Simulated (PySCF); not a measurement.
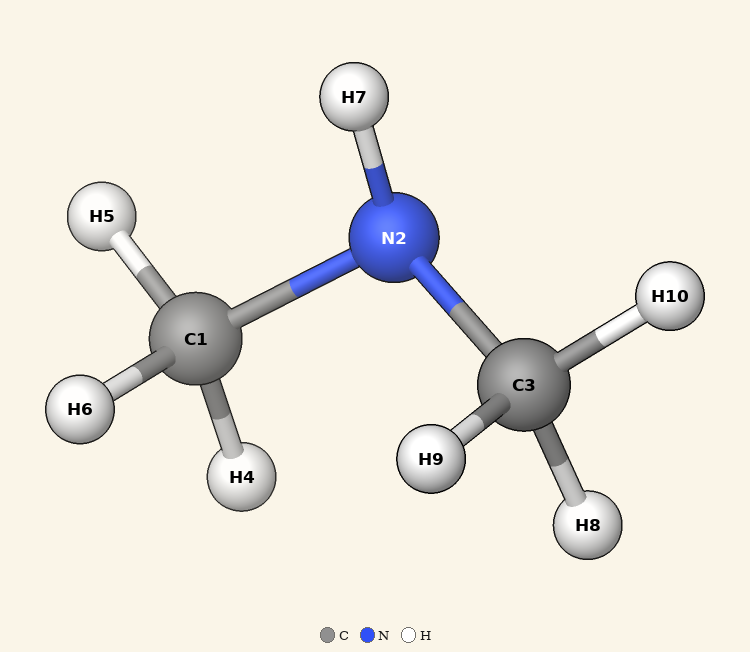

The computed structure is the end point of a PBE0-D3(BJ)/def2-SVP optimisation. No frequency run is at hand to confirm it as a minimum. Method: TDDFT CAM-B3LYP/def2-SVPD, vertical, gas phase, core orbitals frozen in the response (PySCF 2.14.0), and the same with a continuum solvent (IEF-PCM, Bondi radii x 1.2, gas-phase geometry).

How do dipole (D), HOMO–LUMO gap (eV), lowest singlet (eV) change in benzene (ε = 2.3), acetone (ε = 20.5)?

```json
{"medium": "gas phase", "dipole (D)": "0.97", "HOMO–LUMO gap (eV)": "9.24", "lowest singlet (eV)": "5.91"}
{"medium": "benzene", "dipole (D)": "1.12", "HOMO–LUMO gap (eV)": "9.33", "lowest singlet (eV)": "5.99"}
{"medium": "acetone", "dipole (D)": "1.34", "HOMO–LUMO gap (eV)": "9.44", "lowest singlet (eV)": "6.13"}
```
